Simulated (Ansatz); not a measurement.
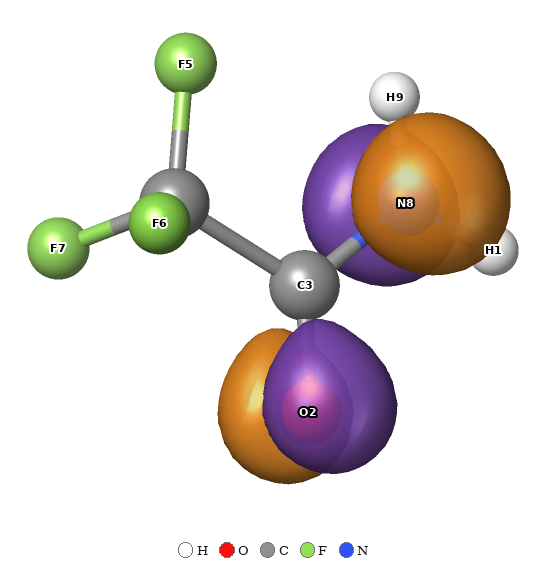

Figure 1: C₂H₂F₃NO. The HOMO−1 at ±0.2 Å⁻³ᐟ² (orange and purple are the two phases), seen at a tilt.

These are results of RKS PBE0/def2-SVP in Ansatz, not measurements.

```xyz
9

H    -1.2525   -1.7664   -0.7559
O    -0.6121   -0.8318    1.5198
C    -0.3026   -0.4167    0.4310
C     0.5942    0.8366    0.3227
F     0.8325    1.1783   -0.9548
F     1.7621    0.6128    0.9085
F     0.0115    1.8671    0.9180
N    -0.6643   -0.9428   -0.7563
H    -0.3688   -0.5371   -1.6328
```

**Where does this orbital lie, and at what energy?**

By Hirshfeld shares it lies mainly on N8 (about 45 %), O2 (about 35 %) and C3 (about 10 %); largely a combination of lone pairs on N8 and O2. Its energy is −8.54 eV.
